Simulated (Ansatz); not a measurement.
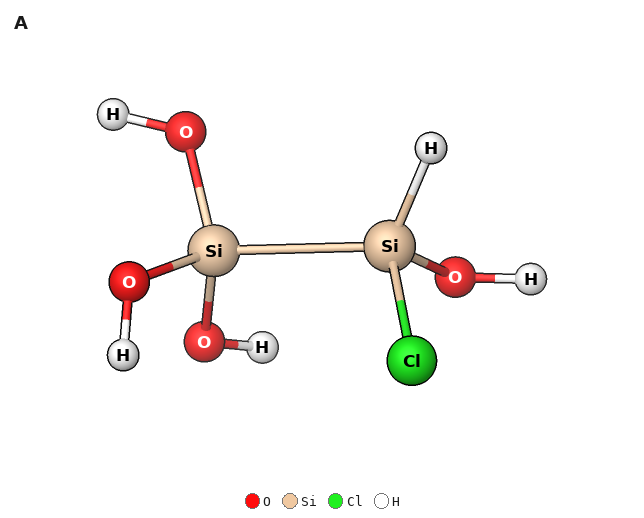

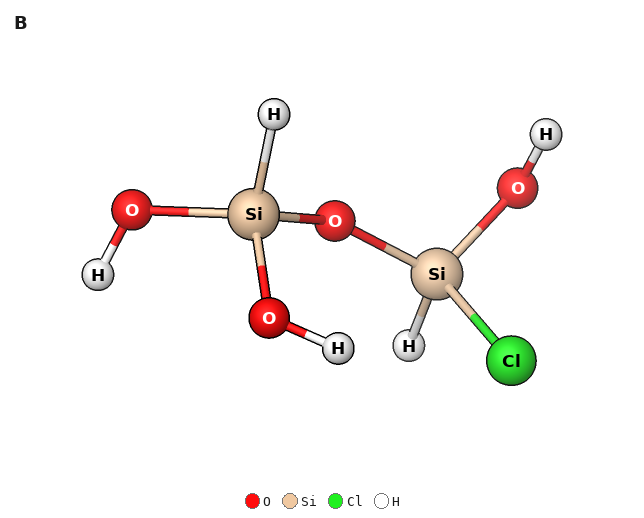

2 stationary structures of one formula. Geometries: PBE0-D4/def2-TZVP. Electronic energies: CCSD(T)/CBS (MP2 limit from def2-TZVPP and def2-QZVPP plus CCSD(T) − MP2) (Ansatz 0.2.0), without zero-point energy. No frequency run is at hand to confirm each as a minimum. Each is one conformer, not always the lowest.

**How are they related?**

They are constitutional isomers of ClH5O4Si2: A `O[Si@H](Cl)[Si](O)(O)O`, B `O[SiH](O)O[Si@@H](O)Cl`.

**Which is lowest in energy, and by how much?**

B is lowest; A lies 153.0 kJ/mol above it.
